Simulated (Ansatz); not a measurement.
**GeH₆OS (built from SMILES S.[OH][GeH3]): a reaction path by the nudged elastic band**

What path joins these two structures, and how high does it climb? Both ends were relaxed at PBE0-D4 in triple zeta.

The runs use Ansatz 0.2.0, Gaussian basis; PBE0-D4/def2-SVP.

23 further runs of the same task are left out: 1 that didn't finish, 22 set aside as unsound or not needed. Runs told in other sessions of the task aren't counted.

### Step 1. Where the work starts

The first end: 9 atoms, charge 0, spin multiplicity 1.

Atoms are counted from 1 here; the program's logs count them from 0.

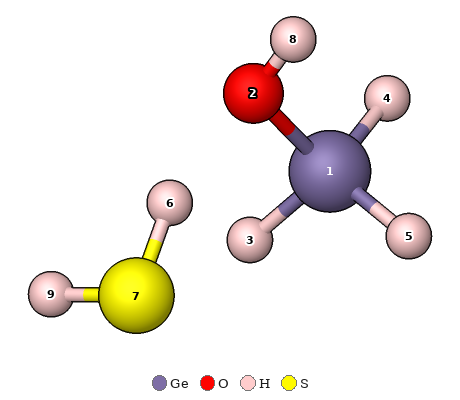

As it starts; germanium purple, oxygen red, hydrogen pink, sulfur yellow; atoms are numbered from 1 in the order of the file.

As a file:

```xyz
9
charge 0, multiplicity 1
Ge   -1.2762   -0.4912    0.3177
O     0.1599    0.1624    1.1702
H    -0.7113   -1.5916   -0.5809
H    -2.2570   -1.0500    1.3652
H    -1.9466    0.6294   -0.4947
H     1.4913    0.7605   -0.3822
S     1.9640    0.9756   -1.6272
H    -0.0699    0.7839    1.8644
H     2.6457   -0.1792   -1.6326
```

The second end:

```xyz
9
charge 0, multiplicity 1
Ge   -0.9398   -0.6034   -0.7601
O     0.5826    0.9098    1.9686
H    -1.4457   -1.4416   -1.9450
H    -0.8196   -1.4633    0.5003
H    -1.8316    0.6208   -0.5434
H     1.0329    0.8173    1.1186
S     1.0645    0.2493   -1.2849
H     0.6516    1.8411    2.1886
H     1.7052   -0.9302   -1.2427
```

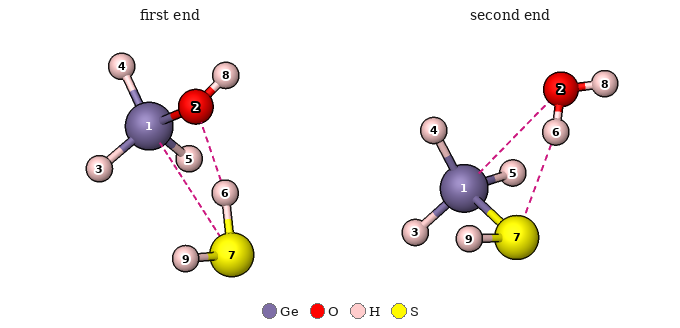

The two ends; dashed lines mark the contacts followed along the path.

### Step 2. The band at PBE0-D4/def2-SVP

neb/in.yaml reads:

```yaml
crystal:
  periodic: [false, false, false]
  atoms:
    - {symbol: Ge, position_ang: [-1.276215, -0.491173, 0.317679]}
    - {symbol: O, position_ang: [0.159909, 0.162397, 1.170240]}
    - {symbol: H, position_ang: [-0.711273, -1.591562, -0.580872]}
    - {symbol: H, position_ang: [-2.257011, -1.049966, 1.365177]}
    - {symbol: H, position_ang: [-1.946553, 0.629418, -0.494707]}
    - {symbol: H, position_ang: [1.491306, 0.760454, -0.382164]}
    - {symbol: S, position_ang: [1.963976, 0.975579, -1.627212]}
    - {symbol: H, position_ang: [-0.069868, 0.783920, 1.864415]}
    - {symbol: H, position_ang: [2.645729, -0.179169, -1.632555]}
basis:
  gaussian: {orbitals: def2-SVP}
hamiltonian: {xc: pbe0, dispersion: d4}
neb:
  images: 5
  climbing: true
  max_iterations: 40
  initial_path: idpp
  final_atoms:
    - {symbol: Ge, position_ang: [-0.939846, -0.603408, -0.760146]}
    - {symbol: O, position_ang: [0.582562, 0.909788, 1.968602]}
    - {symbol: H, position_ang: [-1.445686, -1.441589, -1.944971]}
    - {symbol: H, position_ang: [-0.819637, -1.463264, 0.500304]}
    - {symbol: H, position_ang: [-1.831583, 0.620829, -0.543404]}
    - {symbol: H, position_ang: [1.032921, 0.817293, 1.118592]}
    - {symbol: S, position_ang: [1.064482, 0.249335, -1.284883]}
    - {symbol: H, position_ang: [0.651597, 1.841108, 2.188562]}
    - {symbol: H, position_ang: [1.705190, -0.930190, -1.242657]}
```

Run with:

```bash
> ansatz run in.yaml --threads 4 --pin off --events-out ev --progress --plain --max-ram 9574MiB
```

What it wrote:

```text
Functional definition: PBE0
  name "PBE0"
  cite "Adamo & Barone, J. Chem. Phys. 110, 6158 (1999) doi:10.1063/1.478522"
  cite "Perdew, Burke & Ernzerhof, Phys. Rev. Lett. 77, 3865 (1996) doi:10.1103/PhysRevLett.77.3865"
  parent pbe
  parameter a = 0.25
  parameter kappa = 0.804
  parameter beta = 0.06672455060314922
  exchange = (1 - a)*pbe_x(kappa = kappa, mu = beta*pi^2/3) + a*exact_x
  correlation = pbe_c(beta = beta)
986 factors; integrals over basis functions are off by at most 3.9e-4 eV
mean field evaluation 1: about -69469.4247 eV, gradient 4.7e1 eV
mean field evaluation 2: about -69461.0500 eV, gradient 8.1e1 eV
mean field evaluation 4: about -69473.1944 eV, gradient 2.2e0 eV
mean field evaluation 8: about -69473.2124 eV, gradient 1.0e-1 eV
mean field -69473.21237144 eV, -2553.0934640158 hartree, gradient 2.1e-5 eV, S^2 0.000000; 0 other end points of the search recorded, 0 dependent functions left out
the calculation of the forces begins
reference -69473.21239795 eV, -2553.0934649898 hartree; 31, 31 occupied and 63, 63 virtual orbitals, 986 factors
[... from here to the last solve, the lines of the solves are left out (129 solves) ...]
WARN: NEB end point (image 0): max|allowed force component| = 2.216e-1 eV/Å (the criterion of neb.relax_end_points is 1.000e-2). That is over neb.f_tol: it is no minimum, so the barrier can be far off. Relax it first
WARN: NEB end point (image 6): max|allowed force component| = 2.921e-1 eV/Å (the criterion of neb.relax_end_points is 1.000e-2). That is over neb.f_tol: it is no minimum, so the barrier can be far off. Relax it first
NEB iter   1: max|band force component| = 3.609e0 eV/Å  barrier→ = 3.4073 eV  barrier← = 3.6863 eV  Δτ_max = 0.2000 Å  (181 SCF iters)
NEB iter   2: max|band force component| = 2.606e0 eV/Å  barrier→ = 2.0112 eV  barrier← = 2.2902 eV  Δτ_max = 0.2000 Å  (146 SCF iters)
NEB iter   3: max|band force component| = 4.844e0 eV/Å  barrier→ = 1.3167 eV  barrier← = 1.5957 eV  Δτ_max = 0.1003 Å  (147 SCF iters)
NEB iter   4: max|band force component| = 1.410e0 eV/Å  barrier→ = 1.0599 eV  barrier← = 1.3390 eV  Δτ_max = 0.2000 Å  (141 SCF iters)
NEB iter   5: max|band force component| = 6.630e-1 eV/Å  barrier→ = 0.9086 eV  barrier← = 1.1877 eV  Δτ_max = 0.1860 Å  (137 SCF iters)
NEB iter   6: max|band force component| = 1.037e0 eV/Å  barrier→ = 0.8151 eV  barrier← = 1.0942 eV  Δτ_max = 0.0940 Å  (135 SCF iters)
NEB iter   7: max|band force component| = 3.800e-1 eV/Å  barrier→ = 0.7547 eV  barrier← = 1.0337 eV  CI = image 3  Δτ_max = 0.1857 Å  (140 SCF iters)
NEB iter   8: max|band force component| = 6.987e-1 eV/Å  barrier→ = 0.9977 eV  barrier← = 1.2768 eV  CI = image 3  Δτ_max = 0.0934 Å  (144 SCF iters)
NEB iter   9: max|band force component| = 4.442e-1 eV/Å  barrier→ = 0.9900 eV  barrier← = 1.2690 eV  CI = image 3  Δτ_max = 0.1850 Å  (135 SCF iters)
NEB iter  10: max|band force component| = 4.687e-1 eV/Å  barrier→ = 0.9372 eV  barrier← = 1.2163 eV  CI = image 3  Δτ_max = 0.0942 Å  (136 SCF iters)
NEB iter  11: max|band force component| = 4.201e-1 eV/Å  barrier→ = 0.9021 eV  barrier← = 1.1811 eV  CI = image 3  Δτ_max = 0.0945 Å  (130 SCF iters)
NEB iter  12: max|band force component| = 1.787e-1 eV/Å  barrier→ = 0.8862 eV  barrier← = 1.1653 eV  CI = image 3  Δτ_max = 0.1894 Å  (128 SCF iters)
NEB iter  13: max|band force component| = 1.532e-1 eV/Å  barrier→ = 0.8823 eV  barrier← = 1.1614 eV  CI = image 3  Δτ_max = 0.1901 Å  (136 SCF iters)
NEB iter  14: max|band force component| = 1.908e-1 eV/Å  barrier→ = 0.8799 eV  barrier← = 1.1589 eV  CI = image 3  Δτ_max = 0.0937 Å  (128 SCF iters)
NEB iter  15: max|band force component| = 1.590e-1 eV/Å  barrier→ = 0.8790 eV  barrier← = 1.1580 eV  CI = image 3  Δτ_max = 0.0964 Å  (131 SCF iters)
NEB iter  16: max|band force component| = 1.188e-1 eV/Å  barrier→ = 0.8784 eV  barrier← = 1.1575 eV  CI = image 3  Δτ_max = 0.0677 Å  (131 SCF iters)
NEB iter  17: max|band force component| = 6.574e-2 eV/Å  barrier→ = 0.8782 eV  barrier← = 1.1572 eV  CI = image 3  Δτ_max = 0.0432 Å  (120 SCF iters)
985 factors; integrals over basis functions are off by at most 1.2e-3 eV
mean field -69473.47693739 eV, -2553.1031866352 hartree, gradient 1.4e-6 eV, S^2 0.000000; 0 other end points of the search recorded, 0 dependent functions left out
the calculation of the forces begins
reference -69473.47696330 eV, -2553.1031875871 hartree; 31, 31 occupied and 63, 63 virtual orbitals, 985 factors
NEB iter  18: max|band force component| = 3.767e-2 eV/Å  barrier→ = 0.8779 eV  barrier← = 1.1569 eV  CI = image 3  CI's point: of a kind that is not told: the force calls were inconclusive, a negative curvature could not be distinguished from the path's own, the only one lies far off the path, or fixed occupations may fill a level only in part  Δτ_max = 0.0000 Å  (943 SCF iters)
Total energy: -69472.45133095 eV, -2553.0654962937 hartree
Atom 0 at    -0.864557    -0.414014    -0.245545 Å, force    -0.005700    -0.012729    -0.011280 eV/Å
Atom 1 at     0.265833     0.310492     1.221263 Å, force     0.007642    -0.037436     0.002605 eV/Å
Atom 2 at    -0.370235    -1.745963    -0.814477 Å, force     0.002642     0.008223     0.006471 eV/Å
Atom 3 at    -1.931558    -0.777000     0.838706 Å, force     0.000638     0.003141     0.007993 eV/Å
Atom 4 at    -1.553354     0.602312    -1.163416 Å, force     0.005081     0.006814     0.001813 eV/Å
Atom 5 at     0.978346     0.764718     0.534399 Å, force    -0.011587     0.005245     0.001353 eV/Å
Atom 6 at     1.423559     0.724440    -1.207718 Å, force     0.002193     0.002954    -0.003135 eV/Å
Atom 7 at    -0.151684     0.899904     1.867783 Å, force     0.002206     0.018925    -0.011832 eV/Å
Atom 8 at     2.203650    -0.364991    -1.030995 Å, force    -0.003115     0.004862     0.006012 eV/Å
Dipole moment:    -0.340825    -0.041416     0.583346 e Å
```

Run time: 2.6 min. Hardware: 4 threads of Arm Neoverse V1, shared host.

The last band:

| image | path (Å) | energy (kcal/mol) | Ge1–S7 (Å) | O2–H6 (Å) | Ge1–O2 (Å) | H6–S7 (Å) |
| --- | --- | --- | --- | --- | --- | --- |
| 0 | 0.00 | 0.0 | 4.05 | 2.13 | 1.79 | 1.35 |
| 1 | 0.67 | -0.1 | 3.68 | 2.00 | 1.80 | 1.36 |
| 2 | 1.34 | 5.7 | 3.13 | 1.62 | 1.83 | 1.40 |
| 3 | 2.01 | 20.2 | 2.73 | 1.09 | 1.99 | 1.80 |
| 4 | 3.28 | 1.8 | 2.29 | 0.97 | 2.94 | 2.20 |
| 5 | 4.55 | -5.7 | 2.25 | 0.97 | 3.48 | 2.45 |
| 6 | 5.83 | -6.4 | 2.24 | 0.97 | 3.47 | 2.47 |

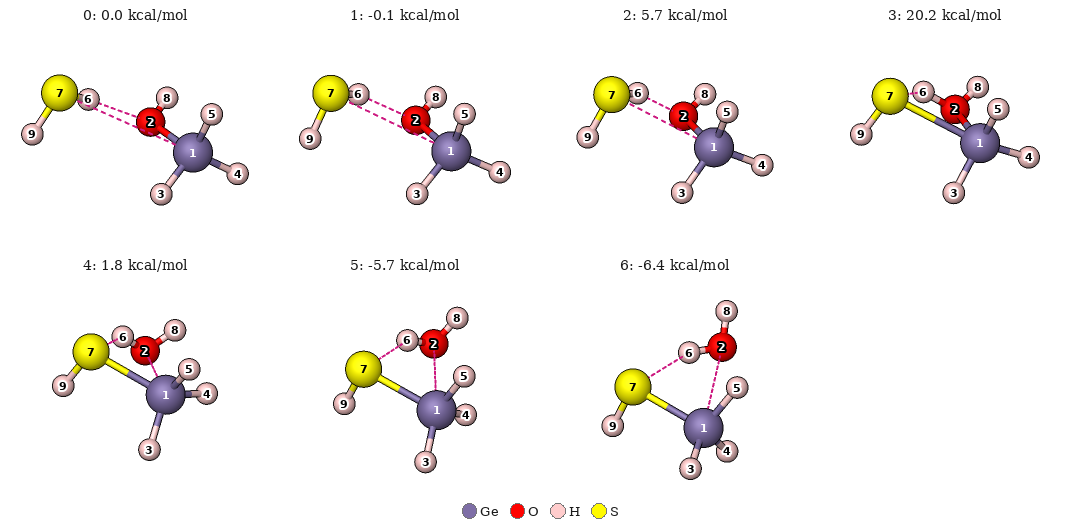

The images of the last band.

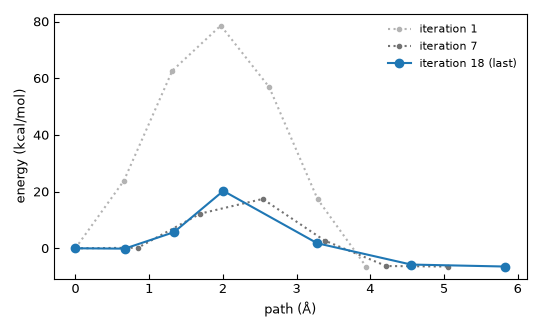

Energy along the path.

The highest image, 3:

```
Ge   -0.8646   -0.4140   -0.2455
O     0.2658    0.3105    1.2213
H    -0.3702   -1.7460   -0.8145
H    -1.9316   -0.7770    0.8387
H    -1.5534    0.6023   -1.1634
H     0.9783    0.7647    0.5344
S     1.4236    0.7244   -1.2077
H    -0.1517    0.8999    1.8678
H     2.2037   -0.3650   -1.0310
```

### Step 3. Summary of results

```
                                                                       quantity                                                    value
                                                PBE0-D4/def2-SVP, 18 iterations  highest 20.2 kcal/mol (image 3), last end -6.4 kcal/mol
from earlier runs: barrier over the separately found saddle, CCSD(T)/def2-TZVPP                                            28.0 kcal/mol
```

**Reading.** The highest image lies 20.2 kcal/mol above the first end, and it climbed, so it estimates the saddle. The ends are not quite minima at this level (largest force component 0.29 eV/Å), so the heights are unreliable: relaxing the first end would lower it and raise the barrier above it. The highest image is 7.8 kcal/mol below the CCSD(T) barrier in triple zeta, which comes from separate runs on the saddle.
